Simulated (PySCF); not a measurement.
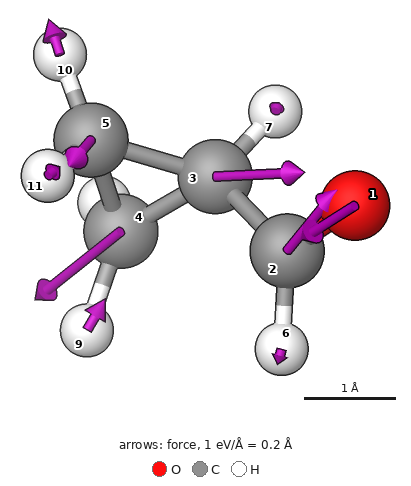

Starting geometry of C4H6O with the computed forces as purple arrows. A ball-and-stick model, seen from a free direction.

The start comes from MMFF94s. Its atoms were then displaced at random by about 0.03 Å.

These are results of PySCF, PBE0-D3(BJ)/def2-SVP geometry optimisation, gas phase, not measurements. 

Q: Is this structure relaxed? If not, where do the atoms go?

A: It isn't relaxed: the largest force vector, on a C atom, is 8.06 eV/Å. The final displacements have little in common with the starting forces (cosine between the two patterns 0.18). An H atom moves most after the best rigid fit: 0.86 Å. Largest moves by element: H 0.86 Å, O 0.74 Å, C 0.12 Å. Among the contacts that change: C–C 1.367 → 1.512 Å, C–H 1.168 → 1.094 Å, C–O 1.274 → 1.202 Å, C–H 1.038 → 1.092 Å. Among the angles between lasting bonds that change: C–C–H 126.8° → 117.4°, C–C–H 108.4° → 114.4°, C–C–H 124.6° → 118.8°. Groups turn about C–C by about 55°. The energy falls by 1.081 eV in 11 geometry steps. The run took 35 s on 1 thread of Arm Neoverse V1, with other jobs on the host.
